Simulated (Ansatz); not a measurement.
# AlH5NSi with multiplicity 2: molecular dynamics

Purpose: to follow the molecule's vibrations and see whether its bonds hold. The start is relaxed first. Runs: 303 steps of 1 fs under a Langevin thermostat at 700 K. SMILES of the start: [AlH2][N][SiH3].

Program: Ansatz 0.2.0. Level of theory: UKS r2SCAN/STO-3G. These are calculated values, not measurements.

## Step 1: Starting point

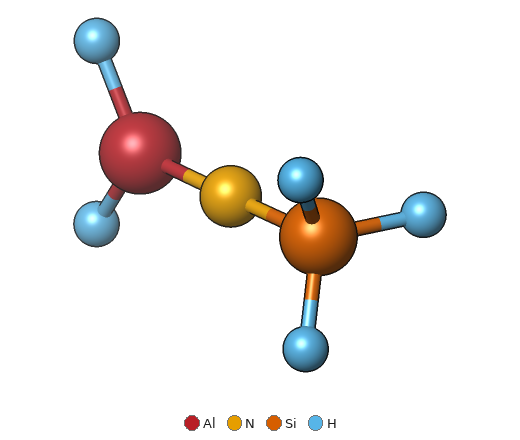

Start, viewed from a free direction; aluminium red, nitrogen amber, silicon orange, hydrogen blue.

Structure file:

```xyz
8

Al   -1.0089    1.1237   -1.1909
N    -0.0849    0.0903   -0.0825
Si    0.8103   -0.9034    0.9622
H    -2.4702    0.8234   -1.6162
H    -0.4343    2.4155   -1.8286
H     1.5542   -1.8836    0.1530
H    -0.1134   -1.5990    1.8733
H     1.7473   -0.0668    1.7297
```

## Step 2: Preparing the start

Input file input.yaml:

```yaml
crystal:
  periodic: [false, false, false]
  atoms:
    - { symbol: Al, position_ang: [-1.00893, 1.12366, -1.19088] }
    - { symbol: "N", position_ang: [-0.0849, 0.09034, -0.08253] }
    - { symbol: Si, position_ang: [0.81031, -0.90345, 0.96224] }
    - { symbol: H, position_ang: [-2.47021, 0.82336, -1.61618] }
    - { symbol: H, position_ang: [-0.43431, 2.41546, -1.82859] }
    - { symbol: H, position_ang: [1.55421, -1.88358, 0.15299] }
    - { symbol: H, position_ang: [-0.11342, -1.59896, 1.87326] }
    - { symbol: H, position_ang: [1.74726, -0.06683, 1.72968] }
magnetization:
  spin_polarized: true
  initial_magnetization: 1
basis:
  gaussian: { orbitals: STO-3G }
hamiltonian:
  xc: r2scan
relax:
  f_tol: 0.02
  max_steps: 40
```

Launch:

```bash
> ansatz run input.yaml --threads 1 --pin off --max-ram 2048MiB --backend cpu --events-out ev --progress --plain --runs-dir out
```

Log (excerpt; [...] marks lines left out):

```text
Warning: RAYON_NUM_THREADS=1 ignored (pool sized by the plan → 1); use --threads N
[...]
Functional definition: r2SCAN
[...]
360 factors; integrals over basis functions are off by at most 9.4e-6 eV
[...]
mean field -15851.92803561 eV, -582.5476104861 hartree, gradient 4.3e-6 eV, S^2 0.757962; 2 other end points of the search recorded, 0 dependent functions left out
[...]
reference -15851.92804315 eV, -582.5476107630 hartree; 20, 19 occupied and 8, 9 virtual orbitals, 360 factors
relax step   1: F+E_penalty+E_count = -15851.92803561 eV  Δ(F+E_penalty+E_count) = +0.000e0 eV  max|allowed force component| = 1.912e0 eV/Å  Δτ_max = 0.0000 Å  (62 SCF iters, accepted)
[...]
relax step   3: F+E_penalty+E_count = -15852.18494975 eV  Δ(F+E_penalty+E_count) = -1.596e-2 eV  max|allowed force component| = 2.192e-1 eV/Å  Δτ_max = 0.0201 Å  (35 SCF iters, accepted)
[...]
relax step   4: F+E_penalty+E_count = -15852.18680777 eV  Δ(F+E_penalty+E_count) = -1.858e-3 eV  max|allowed force component| = 1.682e-2 eV/Å  Δτ_max = 0.0098 Å  (26 SCF iters, accepted)
360 factors; integrals over basis functions are off by at most 1.0e-5 eV
[...]
mean field -15852.18680777 eV, -582.5571201875 hartree, gradient 2.1e-5 eV, S^2 0.757773; 3 other end points of the search recorded, 0 dependent functions left out
[...]
reference -15852.18681520 eV, -582.5571204605 hartree; 20, 19 occupied and 8, 9 virtual orbitals, 360 factors
Total energy: -15852.18681520 eV, -582.5571204605 hartree
Atom 0 at    -1.032115     1.148488    -1.212102 Å, force     0.004616    -0.008478    -0.008815 eV/Å
Atom 1 at    -0.137507     0.150115    -0.139113 Å, force     0.002134     0.002277     0.006375 eV/Å
Atom 2 at     0.785950    -0.875893     0.909521 Å, force     0.000403     0.001130     0.016815 eV/Å
Atom 3 at    -2.436648     0.724997    -1.521654 Å, force    -0.009230    -0.000420    -0.000155 eV/Å
Atom 4 at    -0.337510     2.367754    -1.740268 Å, force     0.001900     0.009069    -0.001824 eV/Å
Atom 5 at     1.559471    -1.884180     0.203677 Å, force    -0.000908    -0.002132    -0.009223 eV/Å
Atom 6 at    -0.114806    -1.562360     1.817784 Å, force     0.001899    -0.000214    -0.002463 eV/Å
Atom 7 at     1.713174    -0.068920     1.682146 Å, force    -0.000815    -0.001232    -0.000711 eV/Å
Dipole moment:     0.021226    -0.024881     0.026140 e Å
```

Wall time 18 s (1 thread of Arm Neoverse V2, shared host); peak memory 0.17 GiB.

The steps of the relaxation:

| step | energy from step 1 (eV) | largest force component (eV/Å) |
| --- | --- | --- |
| 1 | 0.0000 | 1.9116 |
| 2 | -0.2410 | 0.5915 |
| 3 | -0.2569 | 0.2192 |
| 4 | -0.2588 | 0.0168 |

Step 1 is the start.

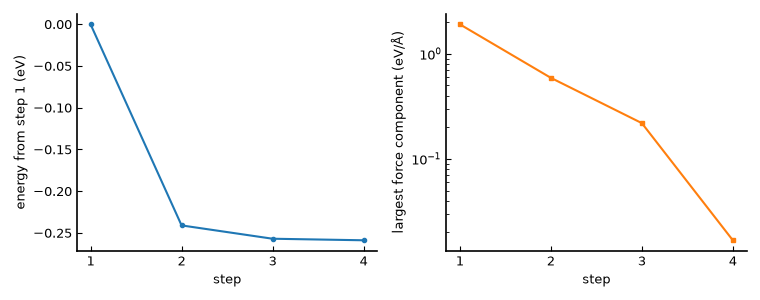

How energy and force went from step to step.

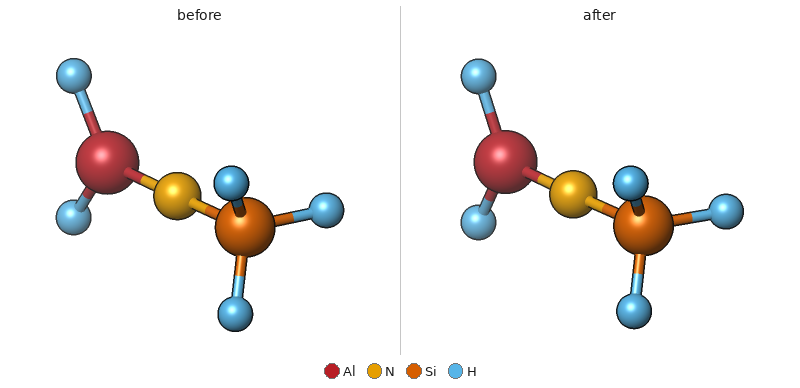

The structure before (left) and after (right), drawn at the same scale.

After: Bond lengths: Al1–N2 1.717 Å, N2–Si3 1.734 Å, Al1–H4 1.499 Å, Al1–H5 1.499 Å, Si3–H6 1.454 Å, Si3–H7 1.452 Å, Si3–H8 1.452 Å. Angles: Al1–N2–Si3 178.5°, N2–Al1–H4 116.9°, N2–Al1–H5 116.8°, H4–Al1–H5 126.2°, N2–Si3–H6 113.6°, N2–Si3–H7 109.1°, N2–Si3–H8 109.5°, H6–Si3–H7 107.8°, H6–Si3–H8 107.7°, H7–Si3–H8 109.0°.

## Step 3: The run

303 steps of 1 fs under a Langevin thermostat at 700 K, from the relaxed start.

Input file input.yaml:

```yaml
crystal:
  periodic: [false, false, false]
  atoms:
    - { symbol: Al, position_ang: [-1.032115, 1.148488, -1.212102] }
    - { symbol: "N", position_ang: [-0.137507, 0.150115, -0.139113] }
    - { symbol: Si, position_ang: [0.78595, -0.875893, 0.909521] }
    - { symbol: H, position_ang: [-2.436648, 0.724997, -1.521654] }
    - { symbol: H, position_ang: [-0.33751, 2.367754, -1.740268] }
    - { symbol: H, position_ang: [1.559471, -1.88418, 0.203677] }
    - { symbol: H, position_ang: [-0.114806, -1.56236, 1.817784] }
    - { symbol: H, position_ang: [1.713174, -0.06892, 1.682146] }
magnetization:
  spin_polarized: true
  initial_magnetization: 1
basis:
  gaussian: { orbitals: STO-3G }
hamiltonian:
  xc: r2scan
md:
  timestep: 1.0
  n_steps: 303
  ensemble: nvt_langevin
  temperature: 700.0
  initial_velocities: maxwell_boltzmann
  seed: 627623
  friction: 0.005
```

Launch:

```bash
> ansatz run input.yaml --threads 1 --pin off --max-ram 2048MiB --backend cpu --events-out ev --progress --plain --runs-dir out
```

Log (excerpt; [...] marks lines left out):

```text
Warning: RAYON_NUM_THREADS=1 ignored (pool sized by the plan → 1); use --threads N
[...]
[... 1 set-up line as earlier in the session ...]
[...]
360 factors; integrals over basis functions are off by at most 9.5e-6 eV
[...]
mean field -15852.18680713 eV, -582.5571201637 hartree, gradient 3.3e-6 eV, S^2 0.757773; 2 other end points of the search recorded, 0 dependent functions left out
[...]
reference -15852.18681455 eV, -582.5571204367 hartree; 20, 19 occupied and 8, 9 virtual orbitals, 360 factors
md step     0: t =     0.00 fs  T =   612.5 K  F+E_penalty+E_count = -15852.18680713 eV  E_kin = 0.633374 eV  (59 SCF iters)
[...]
md step    22: t =    22.00 fs  T =   383.0 K  F+E_penalty+E_count = -15851.95522497 eV  E_kin = 0.396075 eV  (36 SCF iters)
[...]
md step    44: t =    44.00 fs  T =   535.8 K  F+E_penalty+E_count = -15851.97704624 eV  E_kin = 0.554085 eV  (36 SCF iters)
[...]
md step    66: t =    66.00 fs  T =   469.1 K  F+E_penalty+E_count = -15851.83575720 eV  E_kin = 0.485048 eV  (32 SCF iters)
[...]
md step    88: t =    88.00 fs  T =   517.1 K  F+E_penalty+E_count = -15852.00706906 eV  E_kin = 0.534683 eV  (32 SCF iters)
md step    89: t =    89.00 fs  T =   449.3 K  F+E_penalty+E_count = -15851.95644624 eV  E_kin = 0.464571 eV  (33 SCF iters)
```

## Step 4: More of the same log: dynamics from the start

Output, continued (excerpt; [...] marks lines left out):

```text
md step    90: t =    90.00 fs  T =   376.3 K  F+E_penalty+E_count = -15851.88304108 eV  E_kin = 0.389155 eV  (32 SCF iters)
[...]
md step   119: t =   119.00 fs  T =   485.1 K  F+E_penalty+E_count = -15851.97988568 eV  E_kin = 0.501628 eV  (27 SCF iters)
[...]
md step   148: t =   148.00 fs  T =   448.9 K  F+E_penalty+E_count = -15851.67736562 eV  E_kin = 0.464147 eV  (31 SCF iters)
[...]
md step   177: t =   177.00 fs  T =   612.2 K  F+E_penalty+E_count = -15851.90169029 eV  E_kin = 0.633080 eV  (29 SCF iters)
[...]
md step   206: t =   206.00 fs  T =   646.0 K  F+E_penalty+E_count = -15851.82012357 eV  E_kin = 0.668030 eV  (28 SCF iters)
md step   207: t =   207.00 fs  T =   675.5 K  F+E_penalty+E_count = -15851.84440622 eV  E_kin = 0.698487 eV  (28 SCF iters)
md step   208: t =   208.00 fs  T =   624.3 K  F+E_penalty+E_count = -15851.83539068 eV  E_kin = 0.645591 eV  (31 SCF iters)
```

## Step 5: More of the same log: dynamics from the start

Output, continued (excerpt; [...] marks lines left out):

```text
md step   209: t =   209.00 fs  T =   592.1 K  F+E_penalty+E_count = -15851.81702374 eV  E_kin = 0.612257 eV  (29 SCF iters)
[...]
md step   232: t =   232.00 fs  T =   706.8 K  F+E_penalty+E_count = -15851.98780995 eV  E_kin = 0.730904 eV  (31 SCF iters)
[...]
md step   255: t =   255.00 fs  T =   445.2 K  F+E_penalty+E_count = -15851.63769638 eV  E_kin = 0.460341 eV  (27 SCF iters)
[...]
md step   278: t =   278.00 fs  T =   639.0 K  F+E_penalty+E_count = -15851.97014503 eV  E_kin = 0.660779 eV  (28 SCF iters)
[...]
md step   301: t =   301.00 fs  T =   587.9 K  F+E_penalty+E_count = -15851.75302754 eV  E_kin = 0.607975 eV  (30 SCF iters)
md step   302: t =   302.00 fs  T =   631.1 K  F+E_penalty+E_count = -15851.78477302 eV  E_kin = 0.652629 eV  (34 SCF iters)
[...]
md step   303: t =   303.00 fs  T =   615.9 K  F+E_penalty+E_count = -15851.77914816 eV  E_kin = 0.636889 eV  (38 SCF iters)
Total energy: -15851.77915549 eV, -582.5421392423 hartree
Atom 0 at    -1.408006     1.706136    -0.408165 Å, force    -0.646087     0.079590    -0.962496 eV/Å
Atom 1 at    -0.876413     0.147968     0.194482 Å, force     0.221355    -0.074059    -0.362209 eV/Å
Atom 2 at    -0.039429    -0.756698     1.427538 Å, force     0.156175     2.266073     3.125744 eV/Å
Atom 3 at    -2.803860     2.207109    -0.034399 Å, force     0.638707    -0.209518     0.262708 eV/Å
Atom 4 at    -0.799777     2.237288    -1.714062 Å, force     0.089367    -0.257990     0.763389 eV/Å
Atom 5 at    -0.920063    -0.631666     2.631115 Å, force     0.277967    -0.198481    -0.919965 eV/Å
Atom 6 at     1.227413    -0.212372     2.022168 Å, force    -0.721170     0.003475    -0.983802 eV/Å
Atom 7 at     0.254928    -2.114348     1.338093 Å, force    -0.016313    -1.609090    -0.923369 eV/Å
Dipole moment:     0.140793     0.100523     0.070963 e Å
```

Wall time 15 min (1 thread of Arm Neoverse V2, shared host); peak memory 0.14 GiB.

## Step 6: What the atoms did

The trajectory, every 22 steps (energies from step 0):

| time (fs) | T (K) | potential energy change (meV/atom) |
| --- | --- | --- |
| 0.0 | 612 | 0.0 |
| 22.0 | 383 | 28.9 |
| 44.0 | 536 | 26.2 |
| 66.0 | 469 | 43.9 |
| 88.0 | 517 | 22.5 |
| 110.0 | 324 | 55.9 |
| 132.0 | 640 | 26.6 |
| 154.0 | 574 | 49.2 |
| 176.0 | 631 | 32.0 |
| 198.0 | 516 | 59.8 |
| 220.0 | 756 | 30.6 |
| 242.0 | 635 | 44.7 |
| 264.0 | 728 | 14.8 |
| 286.0 | 320 | 72.6 |
| 303.0 | 616 | 51.0 |

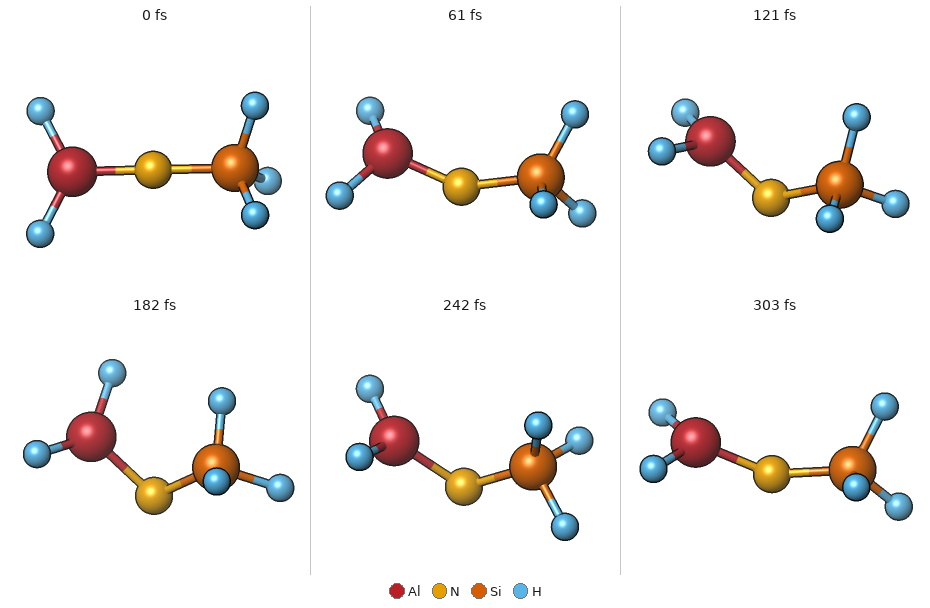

Six frames of the run, seen from a chosen angle. Sticks join atoms within a bonding distance in each frame.

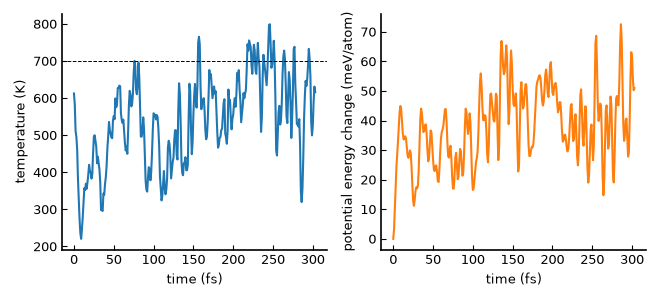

Time series of the run, each on its own scale. The dashed line is the set temperature.

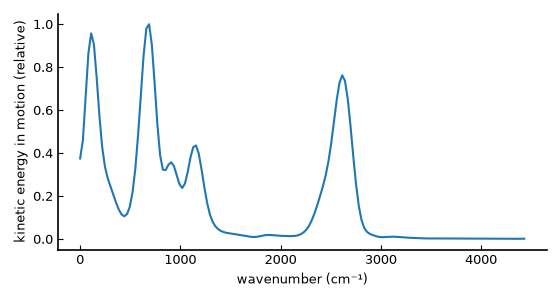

Power spectrum of the mass-weighted velocities; a run of 303 fs resolves no finer than about 220 cm⁻¹.

Maxima of the velocity power spectrum (cm⁻¹, relative height; resolution about 220 cm⁻¹): 690 (100), 910 (36), 1160 (44), 2610 (76).

## Step 7: Frames from the trajectory

Extended XYZ, with forces in eV/Å:

```xyz
8
time_fs=38.0 T=339 dE=0.2887
Al   -0.834    1.222   -1.293    1.283    0.107    0.471
N    -0.190   -0.001   -0.234   -0.464   -0.752    0.184
Si    0.621   -0.974    0.998    0.263    0.576   -0.290
H    -2.283    1.532   -1.458   -0.208   -0.248   -0.019
H     0.322    2.043   -1.844   -0.458   -0.171   -0.048
H     1.215   -2.278    0.741   -0.481   -0.080   -0.625
H    -0.222   -1.214    2.173    0.170    0.437   -0.238
H     1.820   -0.186    1.221   -0.106    0.131    0.566
8
time_fs=76.0 T=700 dE=0.1358
Al   -0.546    1.320   -1.225   -0.188   -1.851    0.629
N    -0.315   -0.288   -0.451   -0.382    0.880   -0.666
Si    0.334   -0.902    1.062   -0.168   -0.554    0.008
H    -1.924    1.843   -1.031   -0.180    0.450    0.036
H     0.418    1.571   -2.315    0.393    0.455   -0.342
H     0.774   -2.316    0.869   -0.136    0.975    0.325
H    -0.713   -0.837    2.091    0.315   -0.100   -0.295
H     1.417   -0.034    1.473    0.347   -0.254    0.306
8
time_fs=114.0 T=358 dE=0.3209
Al   -0.370    1.288   -1.049   -0.061   -1.253   -0.994
N    -0.437   -0.414   -0.492    0.483    0.241   -0.196
Si    0.082   -0.813    1.149   -0.320   -1.174    1.126
H    -1.636    1.867   -0.583   -0.469    1.008    0.253
H     0.419    1.527   -2.318    0.064    0.380    0.423
H     0.653   -2.218    1.134   -0.455    1.437    0.222
H    -1.159   -0.744    1.959    0.554   -0.341   -0.416
H     0.954    0.107    1.892    0.205   -0.298   -0.416
8
time_fs=152.0 T=638 dE=0.3593
Al   -0.483    1.334   -0.883   -0.043    0.736   -0.034
N    -0.492   -0.456   -0.495    0.356    0.365    0.878
Si    0.049   -0.686    1.250   -0.383   -2.402    0.834
H    -1.646    2.241   -0.328    1.051   -0.810   -0.600
H     0.675    1.770   -1.822   -0.850   -0.118    0.620
H     0.590   -2.090    1.474   -0.799    1.241   -0.653
H    -1.213   -0.632    2.054    0.902    0.185   -0.563
H     1.100    0.004    1.990   -0.235    0.803   -0.483
8
time_fs=189.0 T=597 dE=0.3705
Al   -0.615    1.408   -0.653   -1.890    0.039    0.654
N    -0.629   -0.405   -0.340   -0.110    0.352    0.370
Si    0.079   -0.465    1.359   -0.076   -0.173    0.531
H    -1.891    2.308   -0.649    0.949   -0.767   -0.237
H     0.758    1.876   -0.583    1.063    0.758   -0.501
H     0.570   -1.834    1.591   -0.260    0.558    0.067
H    -0.839   -0.074    2.491    0.614   -0.373   -1.069
H     1.239    0.438    1.420   -0.289   -0.395    0.185
8
time_fs=227.0 T=729 dE=0.2692
Al   -0.867    1.545   -0.453   -1.498   -0.551    0.847
N    -0.596   -0.212   -0.210   -0.551   -0.610   -0.081
Si    0.034   -0.475    1.449   -0.100    1.232   -0.262
H    -2.257    1.981   -0.016    0.359    0.098   -0.307
H     0.196    2.364   -0.985    0.943    0.880   -0.633
H    -0.263   -1.771    2.042   -0.028    0.242   -0.007
H    -0.243    0.675    2.361    0.056   -1.003   -0.096
H     1.403   -0.331    1.058    0.819   -0.289    0.539
8
time_fs=265.0 T=705 dE=0.1576
Al   -1.200    1.651   -0.401   -0.883    0.643   -0.444
N    -0.697    0.002   -0.053    0.050   -0.767    0.535
Si    0.024   -0.619    1.458   -0.726    1.776    1.763
H    -2.460    2.220    0.254    0.537   -0.301   -0.036
H    -0.669    2.253   -1.670    0.225    0.094    0.142
H    -0.991   -1.262    2.329    0.390    0.126   -0.805
H     0.552    0.474    2.359   -0.247   -0.859   -0.822
H     1.101   -1.500    1.217    0.654   -0.712   -0.332
8
time_fs=303.0 T=616 dE=0.4077
Al   -1.408    1.706   -0.408   -0.646    0.080   -0.963
N    -0.876    0.148    0.195    0.221   -0.074   -0.362
Si   -0.039   -0.757    1.427    0.156    2.266    3.126
H    -2.804    2.207   -0.034    0.639   -0.209    0.263
H    -0.800    2.237   -1.714    0.089   -0.258    0.763
H    -0.920   -0.632    2.631    0.278   -0.199   -0.920
H     1.227   -0.212    2.022   -0.721    0.004   -0.984
H     0.255   -2.114    1.338   -0.016   -1.609   -0.923
```

## Step 8: Summary of results

| quantity | value |
| --- | --- |
| relaxation of the start | 3 moves, 0.259 eV lower |
| length | 303 steps of 1 fs |
| temperature, first and last step | 612 and 616 K |
| temperature, second half | mean 609 K, from 320 to 799 K |
| potential energy, second half | +42 meV/atom from the start |
| bonds formed or broken | 0 |

In words: Against a set 700 K the second half averages 609 K with a spread of 91 K; 42 meV/atom has gone into potential energy, and a thermostat that acts over some 200 fs has not made it up in 303 fs. The bonding pattern survives the run. 303 fs on 8 atoms is far too short and small for converged averages. The nuclei move classically, without zero-point motion, which matters most for hydrogen. The basis is very small, so the numbers are rough.
